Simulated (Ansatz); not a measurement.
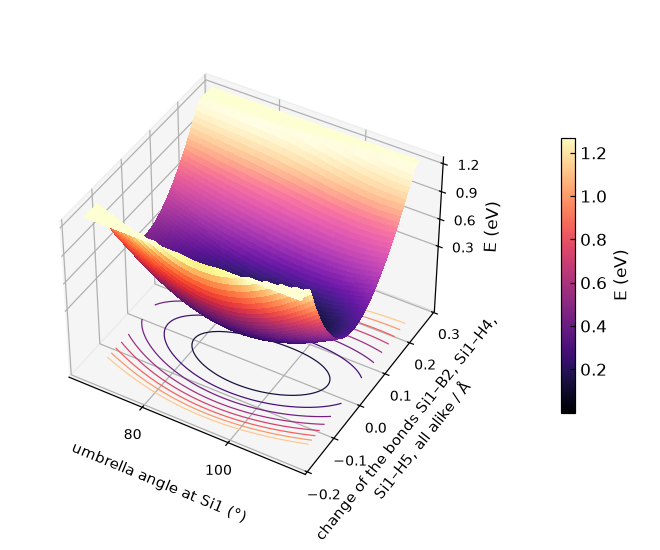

Energy landscape of BH₃SiTe, SMILES [SiH2]=B[TeH]. Coordinates scanned: (1) umbrella angle at Si1 (between each of its bonds and their common axis; 90 is planar); (2) change of the bonds Si1–B2, Si1–H4, Si1–H5, all alike. Nothing is relaxed (all other coordinates rigid). Grid: 11 × 11 points. Points are written as (first, second). All energies are given in eV relative to the relaxed molecule at the same level. These are results of Ansatz 0.2.0, RKS PBE0-D4/def2-TZVP, not measurements.

Drawn: a relief with its contours projected below, any walls above the top of the colour scale cut off. Between grid points the surface is interpolated. 

Q: Where are the wells?

A: The lowest grid point is at (94.8°, 0.003 Å), 0.0007 eV from the relaxed molecule at the same level. It is the only kind of minimum in the scanned range. The highest grid point, (66.0°, −0.175 Å), lies 1.93 eV above the lowest. Round the minimum the two coordinates are weakly coupled (coupling −0.11 in units of the two stiffnesses).

Grid values (eV):

```
second ↓, first →  66.0  70.8  75.6  80.4  85.2  90.0  94.8  99.6  104.4  109.2  114.0
            0.271  1.62  1.64  1.66  1.67  1.66  1.63  1.59  1.53   1.47   1.42   1.40
            0.226  1.28  1.28  1.27  1.26  1.24  1.21  1.17  1.13   1.09   1.07   1.07
            0.182  0.99  0.96  0.93  0.90  0.87  0.84  0.81  0.78   0.76   0.76   0.78
            0.137  0.74  0.68  0.63  0.59  0.55  0.51  0.49  0.47   0.47   0.49   0.54
            0.092  0.55  0.47  0.40  0.34  0.29  0.25  0.23  0.23   0.25   0.29   0.36
            0.048  0.45  0.35  0.25  0.18  0.12  0.08  0.07  0.08   0.11   0.18   0.27
            0.003  0.45  0.32  0.21  0.12  0.05  0.01  0.00  0.02   0.07   0.16   0.27
           −0.041  0.56  0.41  0.28  0.18  0.11  0.06  0.06  0.09   0.16   0.26   0.40
           −0.086  0.83  0.66  0.51  0.40  0.31  0.27  0.27  0.31   0.39   0.52   0.67
           −0.131  1.28  1.09  0.93  0.80  0.70  0.66  0.66  0.71   0.81   0.95   1.13
           −0.175  1.93  1.72  1.54  1.40  1.30  1.26  1.26  1.32   1.43   1.59   1.78
```

Each point was launched as `ansatz run input.yaml --threads 1 --pin off --max-ram 2560MiB --backend cpu --events-out ev --progress --plain --runs-dir out`. Time for the 121 points that were run: 10 min on 1 thread of Arm Neoverse V2, on a shared host.
